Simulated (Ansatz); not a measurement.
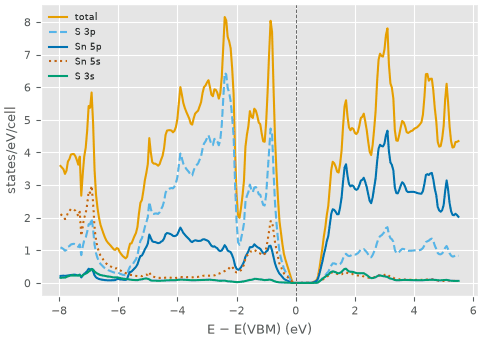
Total and projected density of states of SnS in space group Pnma (No. 62; S on 4c, Sn on 4c), LDA in the plane-wave PAW code Ansatz

Q: Which orbitals carry the states next to the gap?

A: Top 1 eV of the valence band: S 3p 56 %, Sn 5s 26 %, Sn 5p 14 %. Bottom 1 eV of the conduction band: Sn 5p 62 %, S 3p 15 %, S 3s 10 %, Sn 5s 9 %. Projections are on Löwdin-orthogonalised atomic valence shells; empty p or d shells of many metals are not among them.

Q: Where is the tallest occupied peak in this window, and what makes it?

A: Near -2.4 eV, about 8.2 states/eV per cell; the largest projected share is S 3p.

The cell was relaxed with LDA under the symmetry of its start; of distortions, only those at the zone centre were tested. A crystal of weakly bound layers computed without a dispersion correction: the cell and the soft elastic constants depend strongly on that. Scalar-relativistic: spin–orbit coupling is off unless named, which matters more the heavier the elements.

Potentials: the later of the program's two PAW sets.
